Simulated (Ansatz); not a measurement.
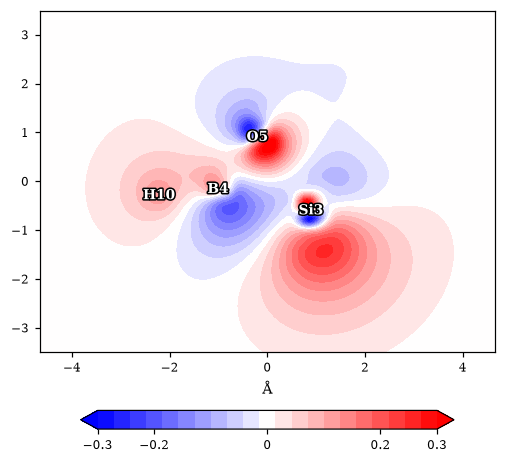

Figure 1: CH$_{5}$BO$_{2}$Si (SMILES OC[SiH]1BO1). The LUMO on the plane of atoms Si3, B4 and O5 (values in Å⁻³ᐟ²; the overall sign is arbitrary).

Method: Ansatz, RKS PBE-D4/def2-SVP.

```yaml
atoms:
  - { symbol: O, position_ang: [-1.5493, 0.9199, -0.7657] }
  - { symbol: C, position_ang: [-1.1722, -0.4208, -0.4877] }
  - { symbol: Si, position_ang: [0.7367, -0.5120, -0.3913] }
  - { symbol: B, position_ang: [1.6442, -0.1265, 1.2857] }
  - { symbol: O, position_ang: [1.0615, 0.9356, 0.7239] }
  - { symbol: H, position_ang: [-1.1042, 1.4801, -0.0984] }
  - { symbol: H, position_ang: [-1.6194, -0.8147, 0.4588] }
  - { symbol: H, position_ang: [-1.5585, -1.0586, -1.3106] }
  - { symbol: H, position_ang: [1.3640, -0.1790, -1.7181] }
  - { symbol: H, position_ang: [2.2804, -0.2752, 2.3063] }
```

> Where does this orbital lie, and at what energy?

Its weight (Hirshfeld) is mainly on B4 (about 40 %), Si3 (about 25 %) and O5 (about 20 %). Its energy is −1.95 eV.
